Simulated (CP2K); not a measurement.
Consider acetonitrile monohydrate at its PBE geometry (Å).

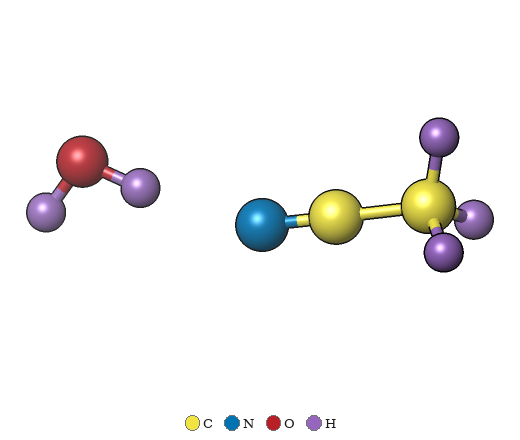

The molecule (carbon yellow, nitrogen blue, oxygen red, hydrogen purple).

```xyz
9

C    -0.8512    1.5426    1.1268
C    -0.1570    0.6170    0.2486
N     0.3967   -0.1305   -0.4470
O     1.1075   -2.7987   -1.5023
H    -1.2961    0.9930    1.9668
H    -0.1512    2.2897    1.5223
H    -1.6505    2.0601    0.5802
H     1.6902   -2.6940   -2.2713
H     0.9115   -1.8792   -1.2241
```

Method: CP2K XAS_TDP, all-electron GAPW, PBEh(45%), aug-cc-pVDZ, TDA, GW2X-corrected core level, no relativity.

Q: Predict the bright core excitations at the C K edge.

Leading lines: C1 291.60 eV and C2 289.42 eV. The leading line of an atom is its first one with 35 % of the strongest within 2.5 eV of its lowest line over the strength cut. Core ionisation energies at this level: C1 294.35 and C2 294.62 eV.

The first six lines of each atom with a strength over 0.0015:

```tsv
atom	energy (eV)	states	strength, one atom	above the computed threshold
C1 (bonded to C and 3 H)	291.60	2	0.0190	
	292.91	1	0.0156	
	292.93	1	0.0162	
	293.53	1	0.0383	
	294.37	1	0.0057	yes
	294.54	1	0.0045	yes
C2 (bonded to C and N)	289.42	1	0.0565	
	289.45	1	0.0563	
	294.28	1	0.0021	
	294.62	1	0.0047	
	294.90	1	0.0051	yes
	294.96	1	0.0058	yes
```

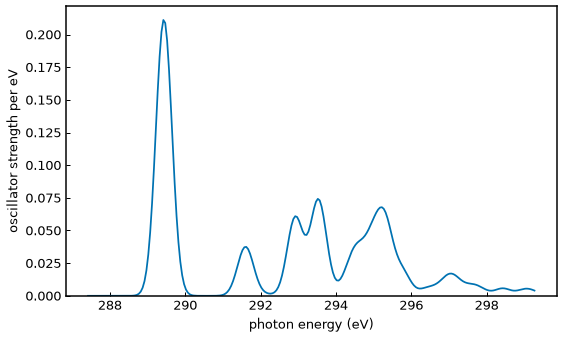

All atoms added, broadened by 0.5 eV.

Lines are vertical, at one geometry, with no vibrational structure. GW2X ionisation energies and lines can be off by 1 to 2 eV either way, and a good line position may hide errors that cancel. These values hold no scalar relativity, about 0.1 eV for C 1s. Rydberg lines, and the discretised continuum above threshold, depend on the basis and the box. This is one low-energy arrangement of the cluster, relaxed without a dispersion correction; others exist.

[Banner, clock and machine lines of the logs are left out without a mark of their own.]

[Logs are printed without paths, hosts, clocks, repeated set-up lines and the standing remarks that a program may print on its own settings, such as how far it seeks lower states.]

[Hosts, paths, dates, database ids (printed as entryN), source tags and the programs' standing remarks are cut or masked in the printed files.]
